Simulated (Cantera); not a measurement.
Input: 1 mol C2H5OH, 0.39 mol CO2, held at 12000 Torr.

These are equilibrium values from Cantera (NASA tables, ideal gas, pure condensed phases), not measurements of a reactor. Candidate condensed phases: C, C6H6, C7H8, C8H18, H2O; 110 gas species. Kinetics and transport are ignored.

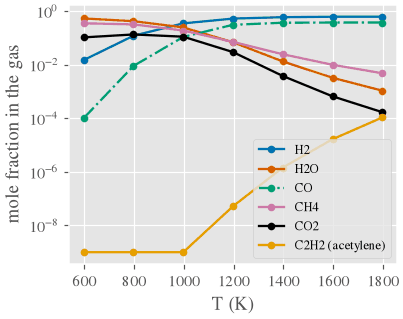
Fig. 1. Equilibrium gas composition (values under 1e-9 drawn at 1e-9)

From 598 K to 1798 K the condensed part is C(graphite). The main C-bearing gas is CH4 at 598 K and CO at 1798 K. The share of C in condensed phases is highest at 598 K (54.2 %) and lowest at 1398 K (24.1 %).
